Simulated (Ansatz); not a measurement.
C3H11BOSi (SMILES BO[Si](C)(C)C)

The calculation's input:

```
crystal:
  periodic: [false, false, false]
  atoms:
    - {symbol: B, position_ang: [-0.820121, -2.307215, -0.827067]}
    - {symbol: O, position_ang: [-0.361141, -1.489297, 0.129364]}
    - {symbol: Si, position_ang: [0.080870, 0.123066, 0.197309]}
    - {symbol: C, position_ang: [-0.150204, 0.931462, -1.466419]}
    - {symbol: C, position_ang: [1.868654, 0.153459, 0.716073]}
    - {symbol: C, position_ang: [-1.011395, 0.909814, 1.483381]}
    - {symbol: H, position_ang: [-1.046760, -3.451232, -0.538297]}
    - {symbol: H, position_ang: [-1.000379, -1.902887, -1.948664]}
    - {symbol: H, position_ang: [-1.191616, 0.886439, -1.794060]}
    - {symbol: H, position_ang: [0.463271, 0.454146, -2.234317]}
    - {symbol: H, position_ang: [0.139007, 1.985040, -1.413623]}
    - {symbol: H, position_ang: [2.006537, -0.366311, 1.667315]}
    - {symbol: H, position_ang: [2.502357, -0.333588, -0.029434]}
    - {symbol: H, position_ang: [2.222600, 1.180796, 0.837971]}
    - {symbol: H, position_ang: [-0.909915, 0.399937, 2.444500]}
    - {symbol: H, position_ang: [-2.062427, 0.864808, 1.186971]}
    - {symbol: H, position_ang: [-0.748339, 1.961060, 1.629096]}
basis:
  gaussian: {orbitals: def2-TZVPP}
hamiltonian: {xc: pbe0, dispersion: d4}
output: {orbitals: {seedname: orbitals}}
```

Run with:

```sh
ansatz run in.yaml --threads 4 --pin off --events-out ev --progress --plain --max-ram 11315MiB
```

Geometry: PBE0-D4/def2-TZVP.

Method: RKS PBE0-D4/def2-TZVPP (Ansatz).

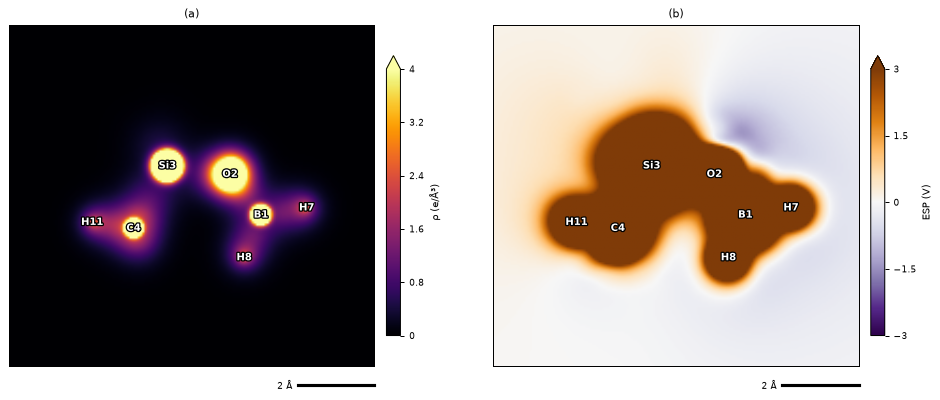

Figure 1. (a) total electron density; (b) molecular electrostatic potential on the plane of atoms Si3, C4 and H11.

Q: Read the bonding off the picture.

A: The plane passes through B, O, Si, C and H nuclei.
B–O (1.34 Å): ρ at the midpoint is about 2.2 e/Å³.
Si–O (1.67 Å): the density is about 1.1 e/Å³ at the midpoint.
C–Si (1.86 Å): the density is about 0.99 e/Å³ at the midpoint.
C–H (1.09 Å): ρ is about 1.9 e/Å³ halfway.
B–H (1.20 Å): the density is about 1.3 e/Å³ at the midpoint.
Outside the dense part of the molecule the potential is most negative (−1.4 V) near O2.

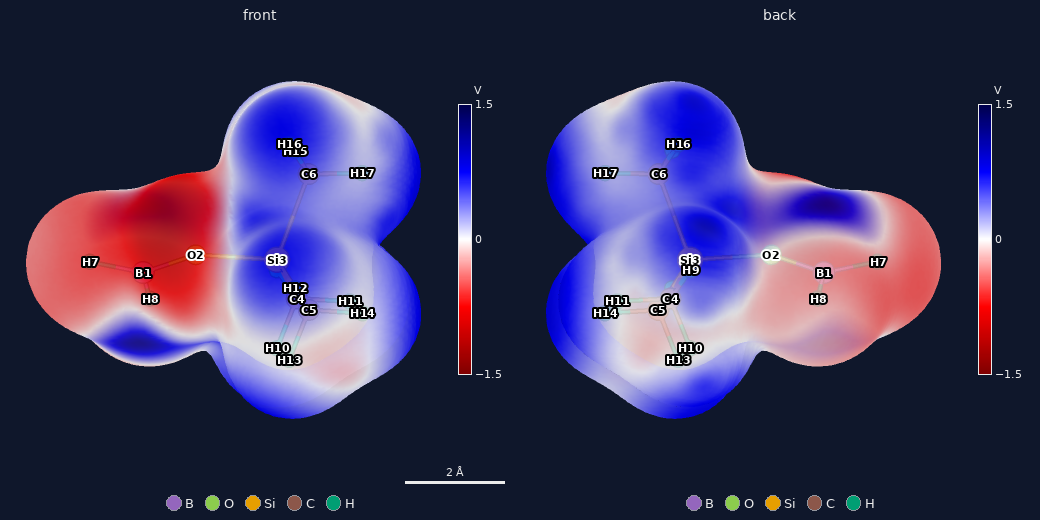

Figure 2. The molecular electrostatic potential painted on the density surface at 0.002 e/bohr³, seen from the front and from behind; red is negative and blue positive.

Q: Where is the surface potential most negative and most positive?

A: The most negative region (about −1.1 V, or −25 kcal/mol for a unit charge) lies over O2, the most positive (about +1.1 V, or +25 kcal/mol for a unit charge) over B1, Si3 and H17. O2 is the likeliest acceptor of a hydrogen bond.

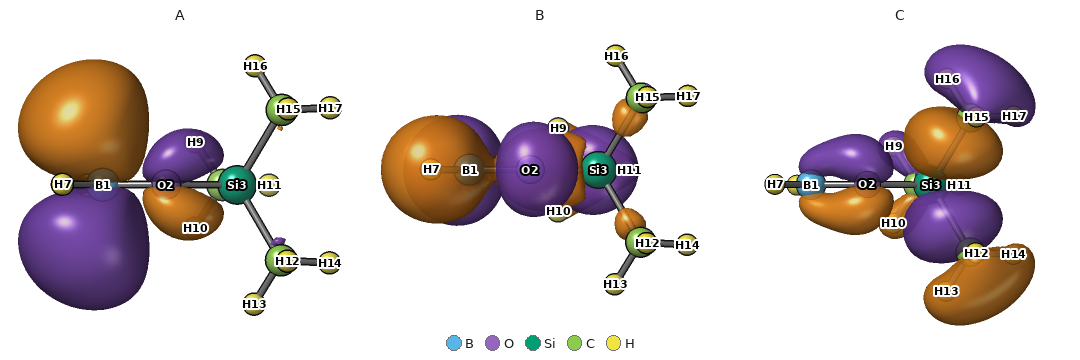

Figure 3. Three frontier orbitals at ±0.08 Å⁻³ᐟ² (orange and purple are the two phases), in no order.

Q: Order the three orbitals by energy and name them.

A: C is the HOMO−1 (−8.52 eV). Its weight (Hirshfeld) is mainly on C5 (about 25 %), C6 (about 25 %), Si3 (about 20 %) and O2 (about 10 %). B is the HOMO (−7.94 eV). Its weight (Hirshfeld) is mainly on O2 (about 30 %), B1 (about 20 %), H8 (about 15 %), H7 (about 15 %), C4 (about 10 %) and Si3 (about 5 %). A is the LUMO (−0.34 eV). By Hirshfeld shares it lies mainly on B1 (about 65 %), O2 (about 15 %), H7 (about 10 %) and H8 (about 10 %).

Q: What is the HOMO–LUMO gap?

A: 7.60 eV between the orbital energies.
